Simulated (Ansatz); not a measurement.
# UCAM-B3LYP/def2-TZVP run of N2H3 (SMILES [NH]N)

What is the electronic atomisation energy of N2H3 at UCAM-B3LYP/def2-TZVP? 

The results are computed with Ansatz 0.2.0.

28 further runs of the same task are left out: 28 set aside as unsound or not needed.

## (1) The molecule

The species is N2H3 (5 atoms), meant as a doublet with charge 0. As SMILES, `[NH]N`. Geometry: relaxed at PBE0-D4/def2-TZVP. This is one conformer, not always the lowest.

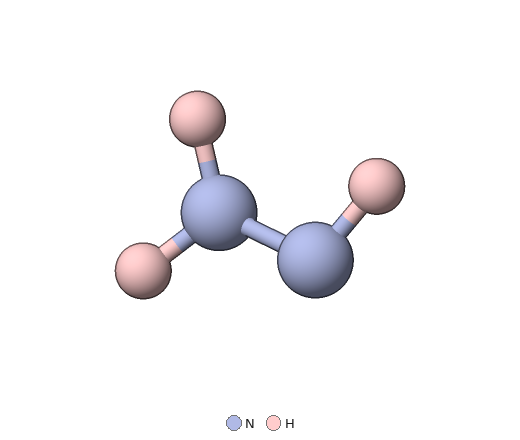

Viewed from a chosen angle; nitrogen light blue, hydrogen pink.

## (2) A single-point energy at UCAM-B3LYP/def2-TZVP

Contents of run.yaml:

```yaml
crystal:
  periodic: [false, false, false]
  atoms:
    - symbol: "N"
      position_ang: [-0.187600, -0.818050, 0.454040]
    - symbol: N
      position_ang: [-0.128660, 0.235610, -0.368450]
    - symbol: H
      position_ang: [0.759840, -0.951450, 0.811270]
    - symbol: H
      position_ang: [-1.030950, 0.592300, -0.640030]
    - symbol: H
      position_ang: [0.587360, 0.941580, -0.256830]
basis:
  gaussian: {orbitals: def2-TZVP}
magnetization: {spin_polarized: true, initial_magnetization: 1}
hamiltonian: {xc: {name: CAM-B3LYP}}
accuracy: high
output: {orbitals: {seedname: orbitals}}
```

Started as:

```console
$ ansatz run run.yaml --threads 1 --pin off --max-ram 3480MiB --events-out events.jsonl --progress --plain --runs-dir runs
```

Output:

```text
Warning: RAYON_NUM_THREADS=1 ignored (pool sized by the plan → 1); use --threads N
Functional definition: CAM-B3LYP
  name "CAM-B3LYP"
  parameter alpha = 0.19
  parameter beta = 0.46
  parameter omega = 0.33/bohr
  parameter ac = 0.81
  exchange = (1 - alpha - beta)*b88_x + beta*b88_x_sr(omega) + alpha*exact_x + beta*exact_x_lr(omega)
  correlation = (1 - ac)*vwn5_c + ac*lyp_c
1425 factors; integrals over basis functions are off by at most 3.0e-9 eV
242 factors; integrals over basis functions are off by at most 2.0e-9 eV
mean field evaluation 1: about -3023.2934 eV, gradient 2.9e1 eV
mean field evaluation 2: about -3023.5063 eV, gradient 2.9e1 eV
mean field evaluation 4: about -3026.6823 eV, gradient 9.3e-1 eV
mean field evaluation 8: about -3026.6997 eV, gradient 4.2e-2 eV
mean field evaluation 16: about -3026.6997 eV, gradient 5.0e-5 eV
mean field -3026.69970168 eV, -111.2291624661 hartree, gradient 4.3e-8 eV, S^2 0.754534; 0 other end points of the search recorded, 0 dependent functions left out
reference -3026.69971704 eV, -111.2291630303 hartree; 9, 8 occupied and 71, 72 virtual orbitals, 1425 factors
Total energy: -3026.69971704 eV, -111.2291630303 hartree
```

Run time: 5.4 s. Hardware: 1 thread of Arm Neoverse V1, shared host; peak memory 0.23 GiB.

## (3) The H atom at the same level

Contents of run.yaml:

```yaml
crystal:
  periodic: [false, false, false]
  atoms:
    - {symbol: H, position_ang: [0.000000, 0.000000, 0.000000]}
basis:
  gaussian:
    orbitals: def2-TZVP
magnetization:
  spin_polarized: true
  initial_magnetization: 1
hamiltonian:
  xc: {name: CAM-B3LYP}
accuracy: high
```

Run the same way, it converges to -0.49881 Eh (log not shown).

## (4) The N atom

Contents of molecule.yaml:

```yaml
crystal:
  periodic: [false, false, false]
  atoms:
    - {symbol: N, position_ang: [0.000000, 0.000000, 0.000000]}
basis:
  gaussian:
    orbitals: def2-TZVP
accuracy: high
hamiltonian:
  xc: {name: CAM-B3LYP}
magnetization:
  spin_polarized: true
  initial_magnetization: 3
```

Run the same way, it converges to -54.58263 Eh (log not shown).

## (5) Results

Level: UCAM-B3LYP/def2-TZVP.

```
                                    quantity          value
                      molecule: total energy  -111.22916 Eh
molecule: HOMO energy (highest over α and β)       -6.92 eV
 molecule: LUMO energy (lowest over α and β)        0.53 eV
                              molecule: ⟨S²⟩          0.755
                        H atom: total energy    -0.49881 Eh
                                H atom: ⟨S²⟩          0.750
                        N atom: total energy   -54.58263 Eh
                                N atom: ⟨S²⟩          3.753
               electronic atomisation energy      15.441 eV
```

In words: Taking the molecule apart into free atoms costs 15.44 eV (1490 kJ/mol), before zero-point energy and without spin-orbit coupling.
